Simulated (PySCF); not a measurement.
# tetrafluorogermane (GeF4): geometry, electronic excitations

Aim: predict the electronic excitations of tetrafluorogermane (GeF4) (`[F][Ge]([F])([F])[F]`).

Programs: PySCF 2.14.0, with density-fitted response routines of our own. Each step states its level of theory. These are calculated values for one molecule in the gas phase, unless marked as measured. Atoms count from 0, in the outputs and in this text.

### 1 The molecule as given

5 atoms, charge 0, multiplicity 1; geometry from: GFN2-xTB. The atoms were then displaced at random by about 0.01 Å, so the start is not that level's minimum.

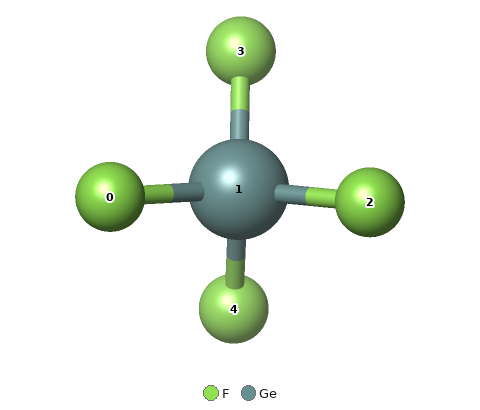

The starting geometry (fluorine green, germanium teal), atoms numbered.

### 2 Relaxing the molecule at PBE0-D3(BJ)/def2-SVP

Job settings and geometry (Å):

```
{"job": {"xc": "PBE0", "basis": "def2-SVP", "d3": "d3bj", "grid": 1, "shake": 0.01, "kind": "geom"}, "charge": 0, "multiplicity": 1}
F      1.333790     0.823450     0.599390
Ge    -0.003940    -0.003910    -0.005750
F      0.496000    -1.052820    -1.207800
F     -1.078210     1.074830    -0.648280
F     -0.714070    -0.875520     1.224550
```

Launch:

```sh
$ OMP_NUM_THREADS=1 python probes_run.py task.json out
```

This one command runs all jobs of the session in turn.

Output:

```text
step   0  E = -2475.29490384  max force = 0.023625
step   1  E = -2475.29269468  max force = 0.025126
step   2  E = -2475.29745359  max force = 0.008076
step   3  E = -2475.29770633  max force = 0.000915
step   4  E = -2475.29771411  max force = 0.000196
optimisation converged
```

Run time: 14 s. Hardware: 1 thread of Arm Neoverse V2, shared host; peak memory 0.36 GiB.

The steps of the relaxation: (the energy doesn't fall at every step)

```csv
step,energy from step 0 (eV),largest force component (eV/Å)
0,0.0000,1.2148
1,0.0601,1.2920
2,-0.0694,0.4153
3,-0.0763,0.0471
4,-0.0765,0.0101
```

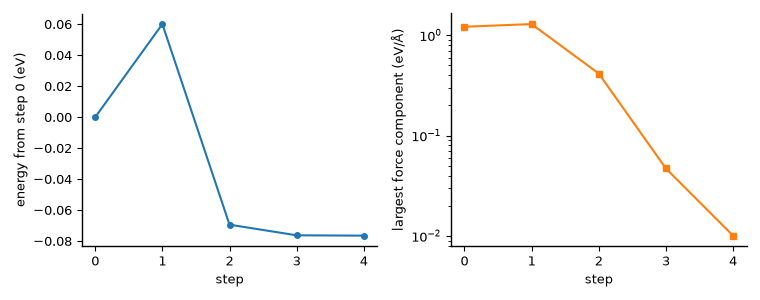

Energy and force, step by step.

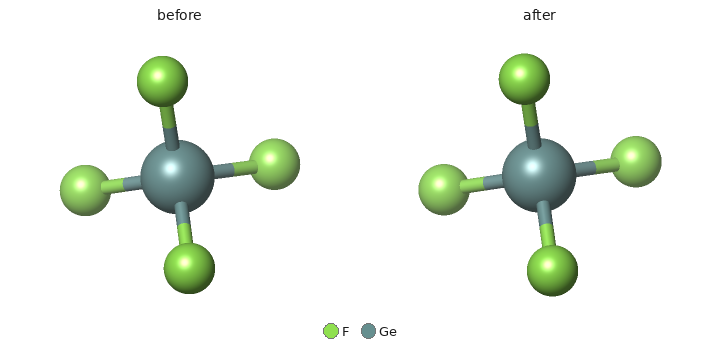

The geometry before (left) and after (right).

Close pairs (by a distance rule), those that changed most:

```csv
bond,before (Å),after (Å),change (Å)
Ge1–F3,1.652,1.698,+0.046
Ge1–F4,1.667,1.698,+0.032
Ge1–F2,1.672,1.698,+0.026
F0–Ge1,1.685,1.698,+0.013
```

The end geometry stands in the next job.

```csv
at the end point,value
point group (found at 0.08 Å tolerance),Td
"rotational constants (GHz, main isotopes)","3.464, 3.458, 3.456"
dipole moment (D),0.02
```

### 3 Ultraviolet spectrum: PBE0/aug-cc-pVTZ

Job settings and geometry (Å):

```
{"job": {"kind": "uv", "xc": "PBE0", "basis": "aug-cc-pVTZ"}, "charge": 0, "multiplicity": 1}
F      1.509924     0.618622     0.728612
Ge     0.158792    -0.196251     0.101145
F      0.656534    -1.246586    -1.136641
F     -0.939767     0.935880    -0.527681
F     -0.592732    -1.090749     1.333575
```

Method: TDDFT PBE0/aug-cc-pVTZ, vertical, gas phase, core orbitals frozen in the response.

Output:

```text
coarse grid: 28616 points
cycle   1  E = -2475.8923950263  dE = -1.076e-01  |g| = 1.170e+00  |ddm| = 4.255e+00
cycle   2  E = -2475.6007203141  dE =  2.917e-01  |g| = 1.890e+00  |ddm| = 2.591e+00
cycle   3  E = -2476.0926177629  dE = -4.919e-01  |g| = 6.311e-02  |ddm| = 1.605e+00
cycle   4  E = -2476.0929639580  dE = -3.462e-04  |g| = 2.792e-02  |ddm| = 1.070e-01
cycle   5  E = -2476.0930414255  dE = -7.747e-05  |g| = 1.751e-03  |ddm| = 3.501e-02
cycle   6  E = -2476.0930417792  dE = -3.538e-07  |g| = 3.414e-04  |ddm| = 2.174e-03
final grid: 59456 points
cycle   7  E = -2476.0929033604  dE = -5.672e-07  |g| = 3.771e-04  |ddm| = 2.563e-03
cycle   8  E = -2476.0929033443  dE =  1.612e-08  |g| = 4.944e-04  |ddm| = 8.706e-04
cycle   9  E = -2476.0929033782  dE = -3.393e-08  |g| = 7.700e-05  |ddm| = 5.009e-04
cycle  10  E = -2476.0929033789  dE = -6.785e-10  |g| = 1.633e-05  |ddm| = 1.030e-04
converged SCF energy = -2476.0929033789

Static polarisability (au): isotropic 27.215, principal 27.202 27.204 27.239

Singlet excitations
state   eV       nm        f      main configurations
  1   8.7623    141.5   0.00000   H->L 0.97
  2   8.7636    141.5   0.00000   H-1->L 0.98
  3   8.7661    141.4   0.00000   H-2->L 0.97
  4   9.3814    132.2   0.00001   H-6->L 0.97
  5   9.3831    132.1   0.00001   H-7->L 0.97
  6   9.4548    131.1   0.13636   H-3->L 0.87
  7   9.4562    131.1   0.13659   H-4->L 0.87
  8   9.4596    131.1   0.13686   H-5->L 0.94
  9  11.2524    110.2   0.02716   H-8->L 0.83
 10  11.2540    110.2   0.02739   H-9->L 0.83

Triplet excitations (Tamm-Dancoff, eV): 8.3349 8.3360 8.3378 8.6435
```

Wall time 44 s (1 thread of Arm Neoverse V2, shared host); peak memory 0.85 GiB.

The orbitals next to the gap, with their largest atomic shares:

```csv
orbital,eV,atoms
HOMO−3,-13.14,"F4 24 %, F0 24 %, F2 23 %"
HOMO−2,-12.76,"F0 34 %, F4 34 %, F2 18 %"
HOMO−1,-12.75,"F4 31 %, F3 29 %, F2 19 %"
HOMO,-12.75,"F3 35 %, F2 33 %, F0 22 %"
LUMO,-2.09,"Ge1 52 %, F4 12 %, F0 12 %"
LUMO+1,0.49,"Ge1 76 %, F4 6 %, F2 6 %"
LUMO+2,0.50,"Ge1 77 %, F3 6 %, F4 6 %"
```

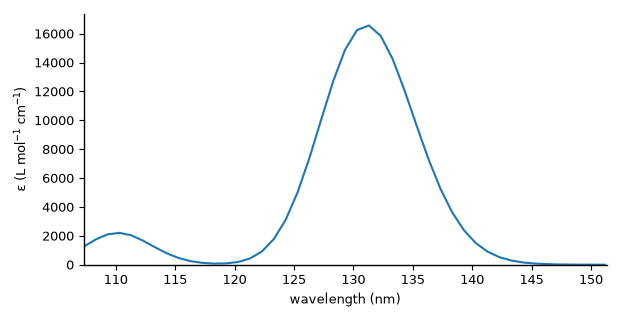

Absorption spectrum: each of the 10 states is a Gaussian band of 0.4 eV half-width at 1/e. Beyond the last state computed it falls off for lack of states.

Further results of this job:

```csv
property,computed
dipole moment (D),0.02
polarisability (Å³),4.03
HOMO–LUMO gap (eV),10.66
−ε(HOMO) (eV),12.75
```

### 4 Ultraviolet spectrum: PBE0/def2-TZVPD

Job settings and geometry (Å):

```
{"job": {"kind": "uv", "xc": "PBE0", "basis": "def2-TZVPD"}, "charge": 0, "multiplicity": 1}
F      1.509924     0.618622     0.728612
Ge     0.158792    -0.196251     0.101145
F      0.656534    -1.246586    -1.136641
F     -0.939767     0.935880    -0.527681
F     -0.592732    -1.090749     1.333575
```

With the program's defaults for keys left out, this is: TDDFT PBE0/def2-TZVPD, vertical, gas phase, core orbitals frozen in the response.

Output:

```text
coarse grid: 28616 points
cycle   1  E = -2475.8592796129  dE = -9.939e-02  |g| = 1.272e+00  |ddm| = 1.952e+00
cycle   2  E = -2475.5345425870  dE =  3.247e-01  |g| = 2.061e+00  |ddm| = 1.837e+00
cycle   3  E = -2476.0740776810  dE = -5.395e-01  |g| = 6.761e-02  |ddm| = 1.141e+00
cycle   4  E = -2476.0743580448  dE = -2.804e-04  |g| = 4.020e-02  |ddm| = 4.454e-02
cycle   5  E = -2476.0745125292  dE = -1.545e-04  |g| = 2.596e-03  |ddm| = 1.642e-02
cycle   6  E = -2476.0745134075  dE = -8.783e-07  |g| = 3.717e-04  |ddm| = 1.598e-03
final grid: 59456 points
cycle   7  E = -2476.0744326704  dE = -4.700e-07  |g| = 4.130e-04  |ddm| = 1.365e-03
cycle   8  E = -2476.0744326481  dE =  2.228e-08  |g| = 5.705e-04  |ddm| = 5.307e-04
cycle   9  E = -2476.0744326945  dE = -4.634e-08  |g| = 7.066e-05  |ddm| = 2.965e-04
cycle  10  E = -2476.0744326949  dE = -4.088e-10  |g| = 1.502e-05  |ddm| = 3.323e-05
converged SCF energy = -2476.0744326949

Static polarisability (au): isotropic 27.352, principal 27.339 27.341 27.376

Singlet excitations
state   eV       nm        f      main configurations
  1   8.7468    141.7   0.00000   H->L 0.98
  2   8.7481    141.7   0.00000   H-1->L 0.98
  3   8.7506    141.7   0.00000   H-2->L 0.98
  4   9.3656    132.4   0.00001   H-6->L 0.97
  5   9.3673    132.4   0.00001   H-7->L 0.97
  6   9.4430    131.3   0.13530   H-3->L 0.88
  7   9.4444    131.3   0.13554   H-4->L 0.88
  8   9.4478    131.2   0.13580   H-5->L 0.94
  9  11.2512    110.2   0.03043   H-8->L 0.85
 10  11.2528    110.2   0.03070   H-9->L 0.85

Triplet excitations (Tamm-Dancoff, eV): 8.3155 8.3165 8.3184 8.6287
```

It took 29 s on 1 thread of Arm Neoverse V2, shared host; peak memory 0.81 GiB.

This run: HOMO -12.74 eV, LUMO -2.10 eV; lowest singlet 8.75 eV.

### 5 Side by side: electronic excitations

Excitations and ground-state properties, with basis size and wall time:

```csv
run,lowest singlet (eV),brightest (eV),f,gap (eV),α (Å³),μ (D),functions,time
PBE0/aug-cc-pVTZ,8.76,9.46,0.137,10.66,4.03,0.02,243,44 s
PBE0/def2-TZVPD,8.75,9.45,0.136,10.64,4.05,0.02,214,29 s
```

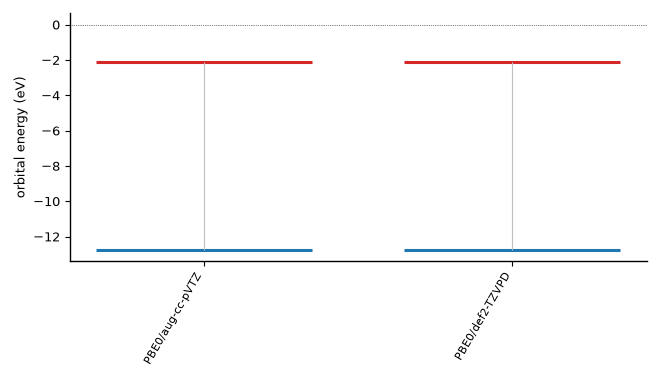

HOMO (blue) and LUMO (red) run by run.

### 6 Results

```
                                quantity                        value
                             point group                           Td
    rotational constants (main isotopes)         3.46, 3.46, 3.46 GHz
       lowest singlet (PBE0/aug-cc-pVTZ)  8.76 eV (141 nm), f = 0.000
brightest single state of those computed  state 8, 9.46 eV, f = 0.137
                          lowest triplet                      8.33 eV
             range of the lowest singlet              8.75 to 8.76 eV
```

In words: Relaxing lowered the energy by 0.076 eV in 4 steps; the close pair that moved most is Ge1–F3, from 1.652 to 1.698 Å. No frequency check was run at this level, so the end point may be a saddle. The first singlet state (HOMO→LUMO 0.97) lies at 8.76 eV and is dark; of the 10 states computed, the strongest absorption comes from states 6 to 8 together at 9.46 eV. The lowest triplet lies 0.43 eV below the lowest singlet (triplets in Tamm-Dancoff, singlets in full TDDFT). The lowest singlet runs from 8.75 eV (PBE0/def2-TZVPD) to 8.76 eV (PBE0/aug-cc-pVTZ), while the orbital gap spans 10.64 to 10.66 eV. The lowest state need not be the same one in every run.
